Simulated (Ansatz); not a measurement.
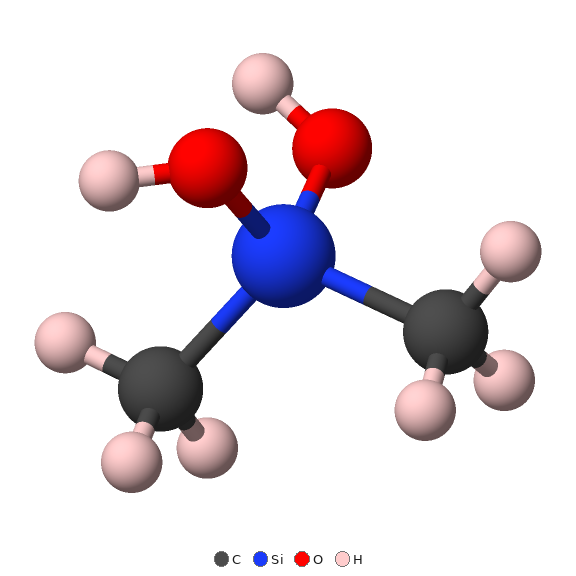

The picture comes from a calculation with Ansatz.

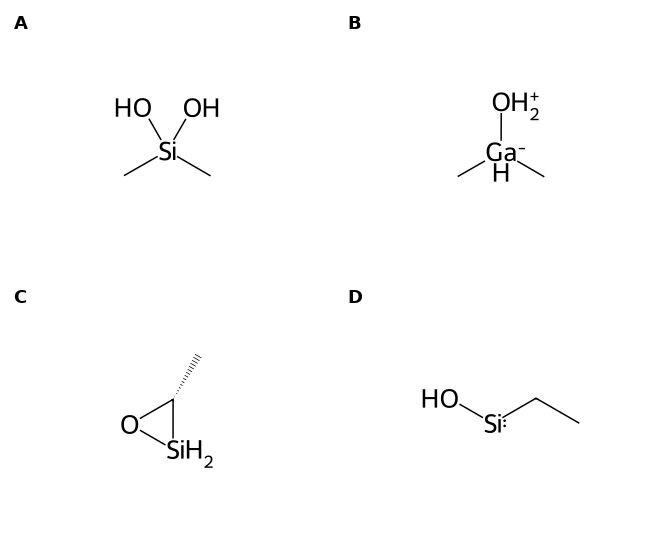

> Which structural formula matches the 3D model?

A, `C[Si](C)(O)O`.
